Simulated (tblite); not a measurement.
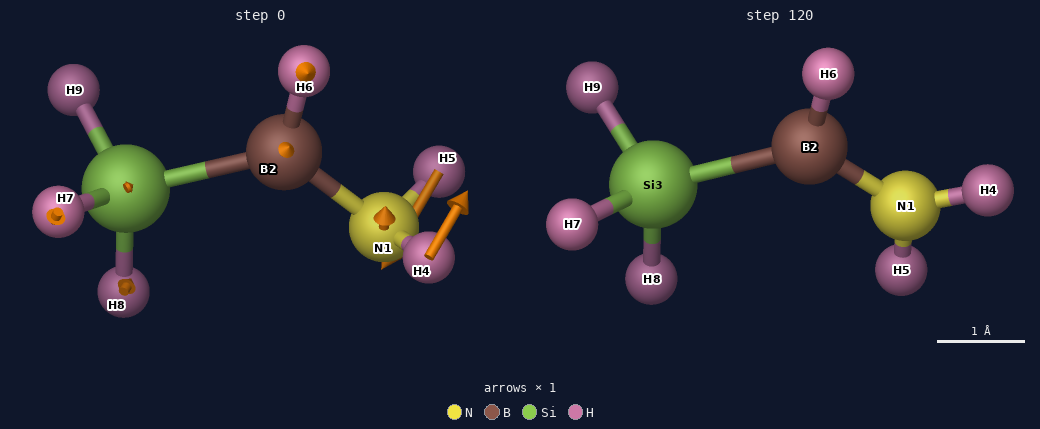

The structure of BSiNH6 before (left) and after (right) a relaxation, at one scale. The orange arrows give the displacements, at their true length.

Style: ball-and-stick. Shown from a free direction.

Theory: tblite, GFN2-xTB geometry optimisation, gas phase. 

Question: Describe what moved and what it gained.

Answer: The atom that moves furthest after the best rigid fit is H5 (1.31 Å). By element the largest moves are H 1.31 Å, N 0.32 Å, B 0.19 Å, Si 0.10 Å. Near-neighbour distances that change, for instance: N1–B2 1.523 → 1.381 Å, B2–Si3 1.922 → 1.961 Å, N1–H5 1.040 → 1.008 Å, N1–H4 1.029 → 1.008 Å. Among the angles between lasting bonds that change: B2–N1–H5 106.4° → 123.8°, B2–N1–H4 107.6° → 124.3°, H7–Si3–H8 109.4° → 104.1°. After 120 geometry steps the energy has fallen by 29.9 kcal/mol.
